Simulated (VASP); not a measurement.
Band structure of Li (relaxed from the fcc structure, space group Fm-3m). Method: PBEsol GGA, VASP's PBE PAW potentials (set 64) (plane waves; VASP).

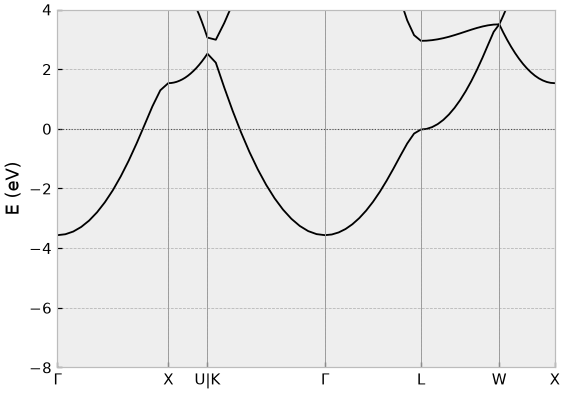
Bands along high-symmetry lines, zero at the valence-band maximum or, without a gap, the Fermi level

**Question.** Read the plot: is there a gap, and where are the band edges?

**Answer.** It has no gap at this level: it comes out as a metal or semimetal. (Edges off the drawn lines would not show.)

The structure was generated: Li was put into the fcc type (Fm-3m), which need not be its known phase. It was relaxed first, which changed the volume by -5 %.
